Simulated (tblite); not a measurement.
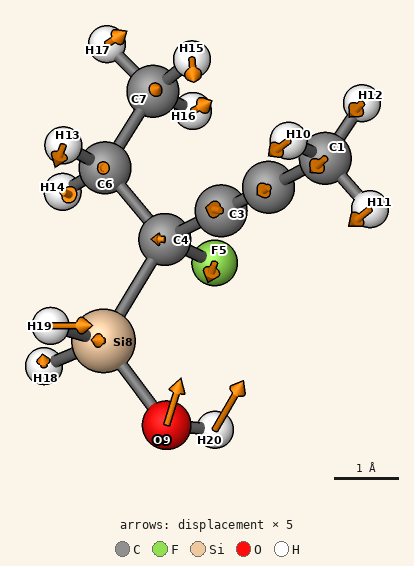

This is a relaxation of C$_{6}$H$_{11}$FOSi. The starting structure is drawn; orange arrows show the displacements, 5 times their true length. The two geometries are superimposed by the best rigid fit.

Style: ball-and-stick. Shown from a free direction.

All numbers below come from tblite 0.8.0, GFN2-xTB geometry optimisation, gas phase. 

### Atoms of which element are displaced furthest, and by how much?

Hydrogen: up to 0.22 Å, against 0.16 Å for oxygen.

### Describe the change and its energy.

An H atom moves most after the best rigid fit: 0.22 Å. Largest moves by element: H 0.22 Å, O 0.16 Å, C 0.10 Å, F 0.09 Å, Si 0.06 Å. Among the contacts that change: C–F 1.358 → 1.422 Å, O–Si 1.676 → 1.619 Å, C–C 1.484 → 1.446 Å, H–Si 1.483 → 1.454 Å. Among the angles between lasting bonds that change: H–Si–H 106.8° → 115.1°, Si–O–H 114.5° → 120.9°, C–Si–O 113.7° → 108.5°. Over 70 geometry steps the energy falls by 5.38 kcal/mol.
